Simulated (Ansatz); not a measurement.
# HfSn3O8: the cell at several levels of theory, part 2 of 3

The system is HfSn3O8 built on the tetragonal host prototype, a generated structure that needn't be the ground state.

Ansatz 0.2.0, plane waves. Earlier steps stand in the parts before.

### Step 3. Relaxing with r2SCAN

The cell of step 2 is the starting point.

Input file input.yaml:

```yaml
crystal:
  lattice:
    - [3.5482951838, 0.0, 0.0]
    - [0.0, 7.3045257945, 0.0]
    - [0.0, 0.0, 5.4746518823]
  atoms:
    - { symbol: Hf, position: [0.5, 0.0, 0.5038570282] }
    - { symbol: Sn, position: [0.0, 0.7521994786, 0.005498724] }
    - { symbol: O, position: [0.5, 0.7497808477, 0.3220231665] }
    - { symbol: O, position: [0.0, 0.0, 0.1878256809] }
    - { symbol: O, position: [0.0, 0.0, 0.6778659655] }
    - { symbol: O, position: [0.5, 0.7609840844, 0.8201091506] }
    - { symbol: Sn, position: [0.5, 0.5, 0.4865540682] }
    - { symbol: Sn, position: [0.0, 0.2478005214, 0.005498724] }
    - { symbol: O, position: [0.5, 0.2502191523, 0.3220231665] }
    - { symbol: O, position: [0.0, 0.5, 0.1736348376] }
    - { symbol: O, position: [0.0, 0.5, 0.6750003373] }
    - { symbol: O, position: [0.5, 0.2390159156, 0.8201091506] }
kpoints:
  mp_grid: { grid: [6, 4, 4] }
hamiltonian:
  xc: r2scan
scf:
  occupations: { method: fermi_dirac, width: 0.02 }
relax:
  f_tol: 0.005
  cell: {}
output:
  write_density: true
  write_potential: true
  elf: true
  volumetric_format: npy
```

The log of the run:

```text
Engine: ansatz 0.2.0, x86_64-unknown-linux-gnu
Pseudopotentials: kind: paw
Pseudopotential: Hf, paw, valence charge 26, recommended cutoff 500 eV (meta_gga), Hf.paw.azcp
Pseudopotential: Sn, paw, valence charge 14, recommended cutoff 500 eV (meta_gga), Sn.paw.azcp
Pseudopotential: O, paw, valence charge 6, recommended cutoff 500 eV (meta_gga), O.paw.azcp
Functional definition: r2SCAN
  parameter k0 = 0.174
  parameter k1 = 0.065
  parameter a1 = 4.9479
  exchange = r2scan_x(k0 = k0, k1 = k1, a1 = a1)
  correlation = r2scan_c
Crystal: 12 atoms, lattice volume = 141.895 Å³
Basis set: ecut = 500 eV, 3617 PW (Γ), exchange–correlation on 108×216×160 points (64 copies of the dense FFT grid, shifted against one another)
Bands: 70, of which v1, the nominal top of the filled ones, is band 58 counted from 1 (57 counted from 0)
Symmetry: 4 space group operations
Space group: Pmm2 (ITA 25), of the structure as read, at distance tolerance 5.2e-5 Å
k-points: 36 of 96 (time reversal used)
Non-local potential: Hf, projectors of the file, l = 0: 3, l = 1: 2, l = 2: 2, l = 3: 3
Non-local potential: Sn, projectors of the file, l = 0: 2, l = 1: 2, l = 2: 2, l = 3: 2
Non-local potential: O, projectors of the file, l = 0: 2, l = 1: 2, l = 2: 1
PAW form: soft (Blöchl's): semilocal exchange-correlation on the pseudo side does not see the compensation charge
PAW frozen core: Hf, regenerated for the run's functional (the file was generated under x = pbe(κ = 0.804, μ = 0.2195149727645171), c = pbe(β = 0.06672455060314922))
PAW frozen core: Sn, regenerated for the run's functional (the file was generated under x = pbe(κ = 0.804, μ = 0.2195149727645171), c = pbe(β = 0.06672455060314922))
PAW frozen core: O, regenerated for the run's functional (the file was generated under x = pbe(κ = 0.804, μ = 0.2195149727645171), c = pbe(β = 0.06672455060314922))
PAW one-centre angular grid: Hf, 974 points (default); XC on 160 Gauss nodes
PAW one-centre angular grid: Sn, 590 points (default); XC on 249 of its mesh's 2787 points in the sphere
PAW one-centre angular grid: O, 302 points (default); XC on 160 Gauss nodes
Initial density: superposition of atomic densities (neutral atoms: chi_scale 0, normalization atom), corrected by the library's trained network
Initial wavefunctions: pseudopotential atomic-orbital guess
Functional: x = r2scan, c = r2scan; τ floored in thin density (d = 2e-4 eV/Å³)
SCF iter   1: F=—  HF=-38402.994225 eV  |F-HF|=—  |Δ(HF+E_count)|=         —  Δρ=1.13e-2  dr2=1.61e-1  dr2_τ=5.59e-1  ethr=1.77e-3  ⟨swp⟩=6.0  Hψ=9645  notcnv=0  defer=6
preconditioner: auto → Resta (q_TF=auto, 2.638 Å⁻¹)  ε∞=3.9  [insulator: Δε(μ)=2.082 eV  Ē_g=19.426 eV  σ=0.020 eV  W_gap=1.00  n_scr=44 (ndim 8)  ℏωp=33.3 eV  f_vac=0.037  D(μ)=0.00/eV (n_scr^D=0)  ε∞_Penn≈3.9]
SCF iter   2: F=—  HF=-38403.180703 eV  |F-HF|=—  |Δ(HF+E_count)|=   1.86e-1  Δρ=6.32e-3  dr2=3.48e-2  dr2_τ=3.68e-3  ethr=1.39e-4  ⟨swp⟩=2.1  Hψ=5203  notcnv=0  defer=235
SCF iter   3: F=—  HF=-38403.179358 eV  |F-HF|=—  |Δ(HF+E_count)|=   1.34e-3  Δρ=2.76e-3  dr2=5.36e-3  dr2_τ=6.78e-4  ethr=3.00e-5  ⟨swp⟩=2.0  Hψ=4474  notcnv=0  defer=235
SCF iter   4: F=—  HF=-38403.178573 eV  |F-HF|=—  |Δ(HF+E_count)|=   7.85e-4  Δρ=6.52e-4  dr2=5.71e-4  dr2_τ=1.45e-4  ethr=4.62e-6  ⟨swp⟩=2.0  Hψ=4566  notcnv=0  defer=235
SCF iter   5: F=—  HF=-38403.178748 eV  |F-HF|=—  |Δ(HF+E_count)|=   1.75e-4  Δρ=2.17e-4  dr2=4.12e-5  dr2_τ=7.12e-6  ethr=4.92e-7  ⟨swp⟩=2.0  Hψ=4373  notcnv=0  defer=235
SCF iter   6: F=—  HF=-38403.178275 eV  |F-HF|=—  |Δ(HF+E_count)|=   4.73e-4  Δρ=1.02e-4  dr2=1.15e-5  dr2_τ=2.01e-6  ethr=3.55e-8  ⟨swp⟩=2.0  Hψ=3637  notcnv=0  defer=235
SCF iter   7: F=—  HF=-38403.178274 eV  |F-HF|=—  |Δ(HF+E_count)|=   3.04e-7  Δρ=1.78e-5  dr2=3.82e-7  dr2_τ=4.50e-8  ethr=9.90e-9  ⟨swp⟩=2.0  Hψ=3555  notcnv=0  defer=235
SCF iter   8: F=—  HF=-38403.178274 eV  |F-HF|=—  |Δ(HF+E_count)|=   1.34e-7  Δρ=9.29e-6  dr2=1.15e-7  dr2_τ=1.26e-8  ethr=8.62e-11  ⟨swp⟩=11.8  Hψ=26342  notcnv=0
SCF iter   9: F=-38403.178274 eV  HF=-38403.178274 eV  |F-HF|=1.04e-8  |Δ(HF+E_count)|=   1.23e-8  Δρ=3.73e-6  dr2=1.81e-8  dr2_τ=2.13e-9  ethr=8.62e-11  ⟨swp⟩=12.0  Hψ=27765  notcnv=0
SCF 1 converged in 9 iterations: F = -38403.178274 eV  dr2 = 1.81e-8
relax step   1: F+E_penalty+E_count = -38403.17827434 eV  Δ(F+E_penalty+E_count) = +0.000e0 eV  max|allowed force component| = 3.035e-1 eV/Å  Δτ_max = 0.0000 Å  P = -7.483 GPa  Ω = 141.895 Å³  (9 SCF iters, dr2 threshold 1.00e-7 eV, accepted)
[... from here on, the SCF cycles and remarks between the steps are left out ...]
relax step   2: F+E_penalty+E_count = -38403.30497185 eV  Δ(F+E_penalty+E_count) = -1.267e-1 eV  max|allowed force component| = 9.312e-2 eV/Å  Δτ_max = 0.0247 Å  P = +1.522 GPa  Ω = 135.184 Å³  energy of the carried Pulay correction = +3.196e-3 eV  (8 SCF iters, dr2 threshold 1.20e-6 eV, accepted)
relax step   3: F+E_penalty+E_count = -38403.31066609 eV  Δ(F+E_penalty+E_count) = -5.694e-3 eV  max|allowed force component| = 8.905e-2 eV/Å  Δτ_max = 0.0104 Å  P = -0.131 GPa  Ω = 136.412 Å³  energy of the carried Pulay correction = +2.600e-3 eV  (6 SCF iters, dr2 threshold 1.20e-6 eV, accepted)
relax step   4: F+E_penalty+E_count = -38403.31144916 eV  Δ(F+E_penalty+E_count) = -7.831e-4 eV  max|allowed force component| = 3.452e-2 eV/Å  Δτ_max = 0.0055 Å  P = -0.216 GPa  Ω = 136.477 Å³  energy of the carried Pulay correction = +2.568e-3 eV  (5 SCF iters, dr2 threshold 5.89e-7 eV, accepted)
relax step   5: F+E_penalty+E_count = -38403.31174108 eV  Δ(F+E_penalty+E_count) = -2.919e-4 eV  max|allowed force component| = 2.980e-2 eV/Å  Δτ_max = 0.0025 Å  P = -0.166 GPa  Ω = 136.456 Å³  energy of the carried Pulay correction = +2.579e-3 eV  (5 SCF iters, dr2 threshold 3.74e-7 eV, accepted)
relax step   6: F+E_penalty+E_count = -38403.31130959 eV  Δ(F+E_penalty+E_count) = +4.315e-4 eV  max|allowed force component| = 4.701e-2 eV/Å  Δτ_max = 0.0124 Å  P = +0.177 GPa  Ω = 136.478 Å³  energy of the carried Pulay correction = +2.568e-3 eV  (6 SCF iters, dr2 threshold 2.17e-7 eV, rejected (line search))
relax step   7: F+E_penalty+E_count = -38403.31204801 eV  Δ(F+E_penalty+E_count) = -3.069e-4 eV  max|allowed force component| = 1.939e-2 eV/Å  Δτ_max = 0.0044 Å  P = +0.002 GPa  Ω = 136.404 Å³  energy of the carried Pulay correction = +2.604e-3 eV  (9 SCF iters, accepted)
relax step   8: F+E_penalty+E_count = -38403.31205858 eV  Δ(F+E_penalty+E_count) = -1.057e-5 eV  max|allowed force component| = 2.349e-3 eV/Å  Δτ_max = 0.0007 Å  P = -0.002 GPa  Ω = 136.409 Å³  energy of the carried Pulay correction = +2.601e-3 eV  (5 SCF iters, dr2 threshold 2.35e-8 eV, accepted)
relax step   9: F+E_penalty+E_count = -38403.30917616 eV  Δ(F+E_penalty+E_count) = +2.882e-3 eV  max|allowed force component| = 2.298e-3 eV/Å  Δτ_max = 0.0000 Å  P = +0.017 GPa  Ω = 136.409 Å³  stress off target by 2.20e-2 GPa  SCF on the basis re-selected at this cell (its energy is not comparable with the rows above)  (6 SCF iters)
basis re-selected at this cell: Δ(F+E_penalty+E_count) = +2.882e-3 eV, ΔP = +0.018 GPa vs the last step (what re-selecting the basis moved, of the pressure what is left beyond the Pulay correction that the steps carried, after the strain that the cell walked since its last selection, with what the two solves' SCF thresholds leave and, on support functions, any second-order correction that the steps lacked; it is no measure of the basis error at this ecutwfc). This SCF's stress stands 2.20e-2 GPa from its target on what of the cell is left free (relax.cell.stress_tol is 5.00e-2 GPa) and its largest allowed force component is 2.30e-3 eV/Å (relax.f_tol is 5.00e-3 eV/Å): within both
SCF converged after 6 iterations
Free energy (F): -38403.309176 eV
Harris-Foulkes:  -38403.309176 eV  (|F-HF|=0.00e0)
Internal energy: -38403.309176 eV  (E = F + TS)
E sigma→0 (E₀):  -38403.309176 eV
Fermi energy:    12.110600 eV
--- Per-component energies (eV) ---
  E_band       = -200.821458
  E_kinetic    = 2404.085460
  E_local      = -10634.680627  (includes V_loc(G=0)·N_el)
  E_nonlocal   = -955.905347
  E_hartree    = 5180.954486
  E_xc         = -1986.245147
  E_vxc        = -1440.874320  (∫ρ·V_xc dr)
  E_paw        = -20747.352919  (= ΣΔE_a)
  E_vpaw       = -21.624702  (= ΣTr[D̂ρ^β])
  E_aug_tail   = 0.007822  (compensation charges beyond the density's cutoff)
  E_vtau       = 86.260920  (kinetic-family band-sum trace: ∫τ·v_τ [+ j·A + Jᵃ·Aᵃ] dr)
  E_ewald      = -11666.444858
  E_core_change = 2.271954  (= ΣΔE_core)
  E_smearing   = -0.000000  (= −TS)
  E_closure    = 0.000000  (closes the sum)
  Σ components = -38403.309176   (vs F -38403.309176, Δ=0.00e0)
--- Forces (eV/Å), atoms counted from 1 ---
  atom   1  Hf     0.00000000    -0.00000000    -0.00148575
  atom   2  Sn     0.00000000     0.00225673    -0.00083430
  atom   3  O      0.00000000    -0.00151922    -0.00016860
  atom   4  O      0.00000000    -0.00000000    -0.00083620
  atom   5  O      0.00000000    -0.00000000     0.00002534
  atom   6  O      0.00000000    -0.00093978     0.00057611
  atom   7  Sn     0.00000000     0.00000000     0.00226420
  atom   8  Sn     0.00000000    -0.00225673    -0.00083430
  atom   9  O     -0.00000000     0.00151922    -0.00016860
  atom  10  O      0.00000000    -0.00000000     0.00229739
  atom  11  O      0.00000000     0.00000000    -0.00141284
  atom  12  O      0.00000000     0.00093978     0.00057611
  max |Σ_I F_I| component: 1.42e-6 eV/Å
--- Stress (GPa, compression-positive) ---
        0.012588       0.000000       0.000000
        0.000000       0.021955       0.000000
        0.000000       0.000000       0.015523
  P = ⅓ Tr σ = 0.0167 GPa (0.167 kbar)
--- Band table (eV; the first three rows and the last of 36) ---
  k-point 0: bands = ["-50.6554", "-18.8436", "-18.7867", "-18.6210", "-10.4545", "-10.1582", "-10.1466", "-10.1069", "-9.8497", "-9.7280", "-9.6833", "-9.6619", "-9.6556", "-9.5898", "-9.5780", "-9.5679", "-9.4782", "-9.4470", "-9.3781", "-8.6947", "-7.2323", "-6.8163", "-6.4645", "-6.1426", "-6.1051", "-5.8569", "-5.2225", "0.9876", "0.9897", "0.9931", "1.0136", "1.0205", "1.0402", "1.0700", "4.4426", "4.5771", "5.7331", "6.3135", "6.5924", "6.7482", "7.5546", "7.5809", "7.6991", "7.9673", "8.2603", "8.4990", "9.3626", "9.4222", "9.5524", "9.5556", "9.5799", "9.8658", "10.1183", "10.3818", "10.4207", "10.6013", "10.6881", "10.8468", "13.2902", "15.2958", "16.1439", "17.2613", "17.9184", "18.6609", "19.2659", "19.7538", "19.9793", "20.6958", "21.4130", "21.6991"]
[... 3 lines left out ...]
--- Relaxed structure (8 steps of the walk, 7 accepted, 1 SCFs on fresh bases) ---
  F+E_penalty+E_count = -38403.30917616 eV   max|allowed force component| = 2.298e-3 eV/Å   (the final SCF, on the basis selected at the relaxed cell)
  cell:  # Å, volume = 136.4091 Å³
    - [3.5174556513900193, 4.382142998809912e-18, -1.5722395405460085e-33]
    - [9.021086158822461e-18, 7.205502661183201, 1.0788715598300375e-33]
    - [-2.4258027346131452e-33, 8.08600911537715e-34, 5.382083426143054]
  atoms:
    - { symbol: Hf, position: [0.5000000000000001, 1.919138308418832e-20, 0.5039393798130289] }
    - { symbol: Sn, position: [3.8924854108076874e-20, 0.7518588552043672, 0.004601100942743733] }
    - { symbol: O, position: [0.5000000000000001, 0.7488398180135188, 0.3203401207933078] }
    - { symbol: O, position: [2.334385094825603e-33, 1.919138308418815e-20, 0.18762813441957424] }
    - { symbol: O, position: [3.182472805184109e-33, 1.9191383084188246e-20, 0.6822633020508094] }
    - { symbol: O, position: [0.5000000000000001, 0.7587436603585126, 0.8197779978416859] }
    - { symbol: Sn, position: [0.5000000000000001, 0.5, 0.48865530021346204] }
    - { symbol: Sn, position: [-3.892485410807686e-20, 0.24814114479563265, 0.004601100942743733] }
    - { symbol: O, position: [0.5000000000000001, 0.25116018198648127, 0.3203401207933078] }
    - { symbol: O, position: [-3.3471781651604506e-33, 0.5, 0.17327086884218398] }
    - { symbol: O, position: [-2.2309249717032065e-33, 0.5, 0.6748045754054673] }
    - { symbol: O, position: [0.5000000000000001, 0.24125633964148746, 0.8197779978416859] }
```

It took 79 s on 1 × NVIDIA H100 80GB HBM3 with 2 threads of AMD EPYC 7R13 (Zen 3), shared host; peak host memory 1.2 GiB.

The path of the relaxation:

```
step  energy change (meV/atom)  largest force (eV/Å)  pressure (GPa)  volume (Å³/atom)
   1                       0.0                0.3035           -7.48            11.825
   2                     -10.6                0.0931            1.52            11.265
   3                     -11.0                0.0890           -0.13            11.368
   4                     -11.1                0.0345           -0.22            11.373
   5                     -11.1                0.0298           -0.17            11.371
  6*                     -11.1                0.0470            0.18            11.373
   7                     -11.1                0.0194            0.00            11.367
   8                     -11.1                0.0023            0.00            11.367
   9                     -10.9                0.0023            0.02            11.367
```

A star marks a trial step that the optimiser took back.

Step 9 solves the same cell on a plane-wave basis chosen anew, so the energy can jump there without a move.

The table lists every geometry solved, with passes on a fresh basis, whose energies don't compare exactly with the rows above.

|  | before | after | change |
| --- | --- | --- | --- |
| a (Å) | 3.548 | 3.517 | -0.87 % |
| b (Å) | 7.305 | 7.206 | -1.36 % |
| c (Å) | 5.475 | 5.382 | -1.69 % |
| volume (Å³/atom) | 11.825 | 11.367 | -3.87 % |
| shortest distance (Å) | 2.014 | 2.004 | -0.51 % |
| space group | Pmm2 | Pmm2 | same |

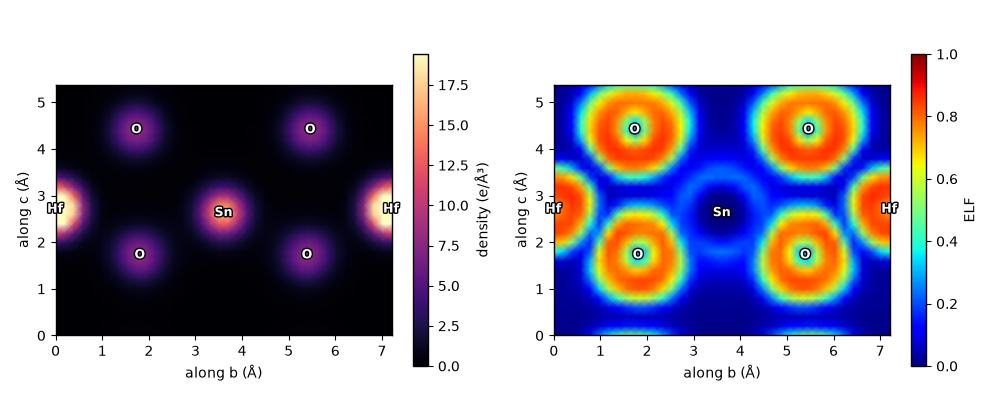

Density (left) and ELF (right) in a lattice plane of the grid's cell (edges 7.21 and 5.38 Å, at 0.500 of the third edge), which holds Hf and O and Sn. Only atoms in the plane are labelled; the density scale stops at 19.42 e/Å³. Both are smooth fields of the valence electrons: close to the nuclei they are not physical.

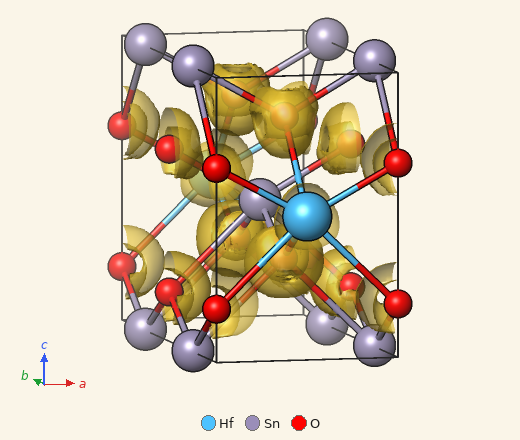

Surface of ELF = 0.80, drawn in one cell.

Maxima of ELF outside the ion cores: 0.86 in the shell around O, 0.6 Å from O.

[end of part 2 of 3]
